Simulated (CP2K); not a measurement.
# H2S2 (SMILES SS): HF/STO-3G

Aim: the vertical ionisation energy of H2S2 at HF/STO-3G, from 2 runs. 

The calculation is run with CP2K 2026.2.

7 further runs of the same task are left out: 5 that didn't finish, 2 set aside as unsound or not needed.

### 1 Starting point

The species is H2S2 (4 atoms), meant as a singlet with charge 0. As SMILES, `SS`. Geometry: relaxed at PBE0-D4/def2-TZVP.

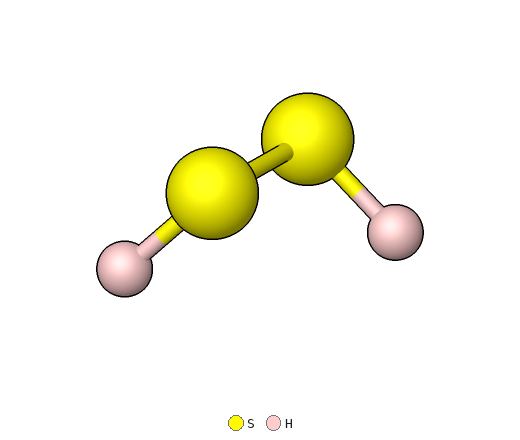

Viewed from a chosen angle; sulfur yellow, hydrogen pink.

### 2 The energy at HF/STO-3G

The input, job.inp:

```
&GLOBAL
 PROJECT_NAME job
 RUN_TYPE ENERGY
 PRINT_LEVEL MEDIUM
&END GLOBAL

&FORCE_EVAL
 METHOD QUICKSTEP
 &DFT
  BASIS_SET_FILE_NAME ./sto_3g.basis
  POTENTIAL_FILE_NAME POTENTIAL
  CHARGE 0
  MULTIPLICITY 1
  &QS
   METHOD GAPW
   EPS_DEFAULT 1.0E-10
  &END QS
  &MGRID
   CUTOFF 280
   REL_CUTOFF 50
   NGRIDS 4
  &END MGRID
  &POISSON
   PERIODIC NONE
   POISSON_SOLVER MULTIPOLE
  &END POISSON
  &SCF
   SCF_GUESS ATOMIC
   EPS_SCF 1.0E-07
   MAX_SCF 100
   ADDED_MOS 10
   &DIAGONALIZATION
    ALGORITHM STANDARD
   &END DIAGONALIZATION
   &MIXING
    METHOD DIRECT_P_MIXING
    ALPHA 0.4
   &END MIXING
  &END SCF
  &XC
   &XC_FUNCTIONAL NONE
   &END XC_FUNCTIONAL
   &HF
    FRACTION 1
    &SCREENING
     EPS_SCHWARZ 1.0E-10
     SCREEN_ON_INITIAL_P F
    &END SCREENING
    &INTERACTION_POTENTIAL
     POTENTIAL_TYPE COULOMB
    &END INTERACTION_POTENTIAL
    &MEMORY
     MAX_MEMORY 1050
    &END MEMORY
   &END HF
  &END XC
  &PRINT
   &MOMENTS
    PERIODIC F
    REFERENCE COM
    MAX_MOMENT 1
   &END MOMENTS
   &MO ON
    ENERGIES T
    OCCUPATION_NUMBERS T
    NDIGITS 6
    &EACH
     QS_SCF 0
    &END EACH
    ADD_LAST NUMERIC
   &END MO
   &LOWDIN ON
   &END LOWDIN
   &HIRSHFELD OFF
   &END HIRSHFELD
  &END PRINT
 &END DFT
 &SUBSYS
  &CELL
   ABC [angstrom] 8.4 9.5 8.9
   PERIODIC NONE
  &END CELL
  &COORD
   S      0.784480    -0.789210     0.166690
   S      0.060220     1.121560     0.067360
   H     -0.225420    -1.352590     0.856880
   H     -0.619290     1.020250    -1.090950
  &END COORD
  &TOPOLOGY
   &CENTER_COORDINATES
   &END CENTER_COORDINATES
  &END TOPOLOGY
  &KIND S
   BASIS_SET STO-3G
   POTENTIAL ALL
   LEBEDEV_GRID 194
   RADIAL_GRID 100
  &END KIND
  &KIND H
   BASIS_SET STO-3G
   POTENTIAL ALL
   LEBEDEV_GRID 194
   RADIAL_GRID 100
  &END KIND
 &END SUBSYS
&END FORCE_EVAL
```

Command:

```sh
$ OMP_NUM_THREADS=1 cp2k.psmp job.inp > job.out
```

What it wrote:

```text
CP2K| version string:                                       CP2K version 2026.2
[...]
 GLOBAL| Method name                                                        CP2K
[...]
 GLOBAL| Run type                                                         ENERGY
[...]
 *** WARNING in qs_environment.F:2210 :: More added MOs requested than     ***
 *** available. The full set of unoccupied MOs will be used. Use           ***
 *** 'ADDED_MOS -1' to always use all available MOs and to get rid of this ***
[...]
 DFT| Spin restricted Kohn-Sham (RKS) calculation                            RKS
 DFT| Multiplicity                                                             1
[...]
 DFT| Charge                                                                   0
[...]
 QS| Method:                                                                GAPW
[...]
 QS| Density cutoff [a.u.]:                                                140.0
[...]
 QS| Relative density cutoff [a.u.]:                                        25.0
[...]
                             - Atoms:                                          4
[...]
                             - Spherical basis functions:                     20
[...]
 Number of electrons:                                                         34
[...]
     1 P_Mix/Diag. 0.40E+00    0.4     0.69792045      -786.9859413821 -7.87E+02
[...]
    15 DIIS/Diag.  0.61E-07    0.2     0.00000006      -787.4915981743 -4.55E-13
  *** SCF run converged in    15 steps ***
[...]
  Overlap energy of the core charge distribution:               0.00000056840397
  Self energy of the core charge distribution:               -346.70793217541888
  Core Hamiltonian energy:                                   -444.12596566135102
  Hartree energy:                                              80.81471768741574
  Exchange-correlation energy:                                  0.00000000000000
  Hartree-Fock Exchange energy:                               -51.15361918020250
[...]
                     Mulliken Population Analysis
 #  Atom  Element  Kind  Atomic population                           Net charge
       1     S        1         15.965135                              0.034865
       2     S        1         15.965020                              0.034980
       3     H        2          1.034806                             -0.034806
       4     H        2          1.035038                             -0.035038
 # Total charge                             34.000000                  0.000000
[...]
  Dipole moment [Debye]
    X= -0.1025984E+01 Y= -0.4047662E+00 Z= -0.2830678E+00  Total=      1.1386863
 ENERGY| Total FORCE_EVAL ( QS ) energy [hartree]           -787.491598174299270
[...]
```

Run time: 5.1 s. Hardware: 1 thread of Intel Xeon Platinum 8488C (Sapphire Rapids), shared host; peak memory 0.45 GiB.

### 3 The doublet cation at the same level

The input, gas.inp:

```
&GLOBAL
   PROJECT gas
   RUN_TYPE ENERGY
   PRINT_LEVEL MEDIUM
&END GLOBAL
&FORCE_EVAL
   METHOD QS
   &DFT
      BASIS_SET_FILE_NAME ./sto_3g.basis
      POTENTIAL_FILE_NAME POTENTIAL
      CHARGE 1
      MULTIPLICITY 2
      LSD T
      &QS
         METHOD GAPW
         EPS_DEFAULT 1.0E-10
      &END QS
      &MGRID
         CUTOFF 280
         REL_CUTOFF 50
         NGRIDS 4
      &END MGRID
      &POISSON
         PERIODIC NONE
         POISSON_SOLVER MULTIPOLE
      &END POISSON
      &SCF
         SCF_GUESS ATOMIC
         EPS_SCF 1.0E-07
         MAX_SCF 100
         ADDED_MOS 10
         &DIAGONALIZATION
            ALGORITHM STANDARD
         &END DIAGONALIZATION
         &MIXING
            METHOD DIRECT_P_MIXING
            ALPHA 0.4
         &END MIXING
      &END SCF
      &XC
         &XC_FUNCTIONAL NONE
         &END XC_FUNCTIONAL
         &HF
            FRACTION 1
            &SCREENING
               EPS_SCHWARZ 1.0E-10
               SCREEN_ON_INITIAL_P F
            &END SCREENING
            &INTERACTION_POTENTIAL
               POTENTIAL_TYPE COULOMB
            &END INTERACTION_POTENTIAL
            &MEMORY
               MAX_MEMORY 1050
            &END MEMORY
         &END HF
      &END XC
      &PRINT
         &MOMENTS
            PERIODIC F
            REFERENCE COM
            MAX_MOMENT 1
         &END MOMENTS
         &MO ON
            ENERGIES T
            OCCUPATION_NUMBERS T
            NDIGITS 6
            &EACH
               QS_SCF 0
            &END EACH
            ADD_LAST NUMERIC
         &END MO
         &LOWDIN ON
         &END LOWDIN
         &HIRSHFELD OFF
         &END HIRSHFELD
         &MO_MOLDEN ON
            NDIGITS 8
         &END MO_MOLDEN
      &END PRINT
   &END DFT
   &SUBSYS
      &CELL
         ABC [angstrom] 8.4 9.5 8.9
         PERIODIC NONE
      &END CELL
      &COORD
         S      0.784480    -0.789210     0.166690
         S      0.060220     1.121560     0.067360
         H     -0.225420    -1.352590     0.856880
         H     -0.619290     1.020250    -1.090950
      &END COORD
      &TOPOLOGY
         &CENTER_COORDINATES
         &END CENTER_COORDINATES
      &END TOPOLOGY
      &KIND S
         BASIS_SET STO-3G
         POTENTIAL ALL
         LEBEDEV_GRID 194
         RADIAL_GRID 100
      &END KIND
      &KIND H
         BASIS_SET STO-3G
         POTENTIAL ALL
         LEBEDEV_GRID 194
         RADIAL_GRID 100
      &END KIND
   &END SUBSYS
&END FORCE_EVAL
```

Command:

```sh
$ OMP_NUM_THREADS=1 cp2k.psmp -i gas.inp > gas.out 2>&1
```

What it wrote, cut to the lines that bear on the results:

```text
CP2K| version string:                                       CP2K version 2026.2
[...]
 GLOBAL| Method name                                                        CP2K
[...]
 GLOBAL| Run type                                                         ENERGY
[...]
 DFT| Spin unrestricted (spin-polarized) Kohn-Sham calculation               UKS
 DFT| Multiplicity                                                             2
[...]
 DFT| Charge                                                                   1
[...]
 QS| Method:                                                                GAPW
[...]
 QS| Density cutoff [a.u.]:                                                140.0
[...]
 QS| Relative density cutoff [a.u.]:                                        25.0
[...]
                             - Atoms:                                          4
[...]
                             - Spherical basis functions:                     20
[...]
 Number of electrons:                                                         17
[...]
     1 P_Mix/Diag. 0.40E+00    0.4     0.36941455      -772.6509654904 -7.73E+02
[...]
    45 DIIS/Diag.  0.54E-07    0.3     0.00000008      -787.2379574755  9.09E-13
  *** SCF run converged in    45 steps ***
[...]
  Overlap energy of the core charge distribution:               0.00000056840397
  Self energy of the core charge distribution:               -346.70793217541888
  Core Hamiltonian energy:                                   -445.04792406949491
  Hartree energy:                                              81.83095798625273
  Exchange-correlation energy:                                  0.00000000000000
  Hartree-Fock Exchange energy:                               -50.62814512503418
[...]
  Ideal and single determinant S**2 :                    0.750000       0.813650
[...]
                     Mulliken Population Analysis
 #  Atom  Element  Kind  Atomic population (alpha,beta) Net charge  Spin moment
       1     S        1         8.052458     7.550611     0.396931     0.501847
       2     S        1         8.052670     7.550260     0.397070     0.502411
[...]
  Dipole moment [Debye]
    X= -0.2127491E+01 Y= -0.8391335E+00 Z= -0.5887708E+00  Total=      2.3615700
 ENERGY| Total FORCE_EVAL ( QS ) energy [hartree]           -787.237957475451594
[...]
```

Run time: 17 s. Hardware: 1 thread of Intel Xeon Platinum 8488C (Sapphire Rapids), shared host; peak memory 0.47 GiB.

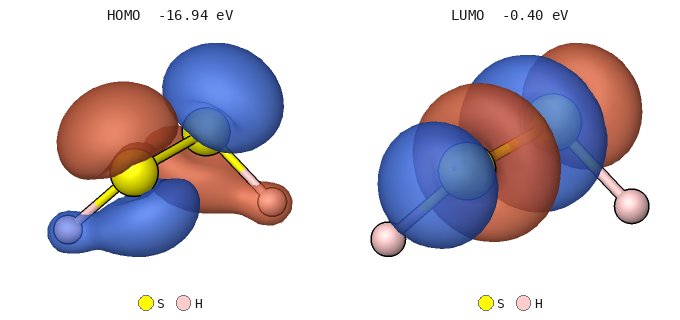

Frontier orbitals of this run (spin up), surfaces at ±0.2 Å^-3/2.

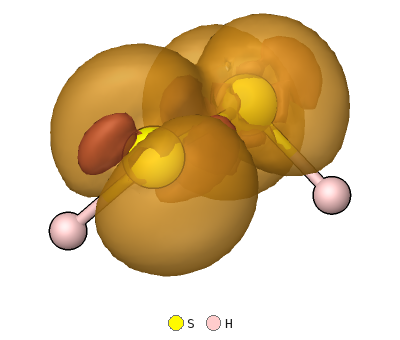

Spin density, surfaces at ±0.03 e/Å³.

### 4 Outcome

At HF/STO-3G:

```
                                          quantity          value
                        singlet H2S2: total energy  -787.49160 Eh
                       singlet H2S2: dipole moment         1.14 D
                         singlet H2S2: HOMO energy       -7.39 eV
                         singlet H2S2: LUMO energy        9.34 eV
                       singlet H2S2: HOMO–LUMO gap       16.74 eV
                      doublet cation: total energy  -787.23796 Eh
doublet cation: HOMO energy (highest over α and β)      -14.50 eV
 doublet cation: LUMO energy (lowest over α and β)       -6.26 eV
                              doublet cation: ⟨S²⟩          0.814
vertical ionisation energy (to the doublet cation)       6.902 eV
```

What this shows: The vertical ionisation energy comes to 6.90 eV (666 kJ/mol). −ε(HOMO) before ionisation, 7.39 eV, is 0.49 eV above this ionisation energy. In a minimal basis such a difference can be off by several eV, whatever the method.
